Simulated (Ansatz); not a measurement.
Consider H3SSi (SMILES [SiH2]S) (doublet).

Input file:

```
crystal:
  periodic: [false, false, false]
  atoms:
    - { symbol: Si, position_ang: [-0.0908, -0.7365, -0.3479] }
    - { symbol: S, position_ang: [0.3038, 1.4022, -0.3122] }
    - { symbol: H, position_ang: [-0.0965, -1.1988, 1.018] }
    - { symbol: H, position_ang: [-1.4489, -0.8548, -0.8688] }
    - { symbol: H, position_ang: [-0.73032, 1.7301, -1.08979] }
magnetization:
  spin_polarized: true
  initial_magnetization: 1
basis:
  gaussian: { orbitals: def2-SVP }
hamiltonian:
  xc: pbe0
  dispersion: d4
relax:
  f_tol: 0.015
  max_steps: 40
output:
  orbitals: {}
```

Run with:

```sh
ansatz run input.yaml --threads 1 --pin off --max-ram 2048MiB --backend cpu --events-out ev --progress --plain --runs-dir out
```

The fields are those of the relaxed geometry.

All numbers below come from UKS PBE0-D4/def2-SVP in Ansatz 0.2.0.

Predict the electron density, electron localisation function and spin density between the atoms.

Si–S (2.14 Å): ρ at the midpoint is about 0.79 e/Å³; the ELF peaks at about 0.95 between the atoms (a shared electron pair).
S–H (1.35 Å): ρ is about 1.4 e/Å³ halfway; the ELF climbs to about 1 towards the hydrogen, as it does in any bond to H.
Si–H (1.50 Å): ρ at the midpoint is about 0.76 e/Å³; the ELF climbs to about 1 towards the hydrogen.
The unpaired spin (1 electron) lies mostly on Si1 (about 0.7) and S2 (about 0.1), in electrons by Hirshfeld's partition.

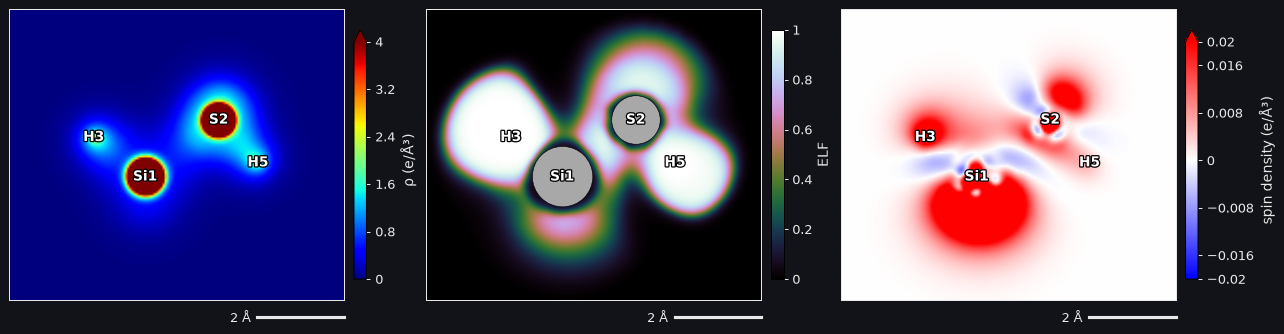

Computed electron density, electron localisation function and spin density on the plane of atoms S2, Si1 and H3, in this order. Grey discs cover the atomic cores in the ELF map. 
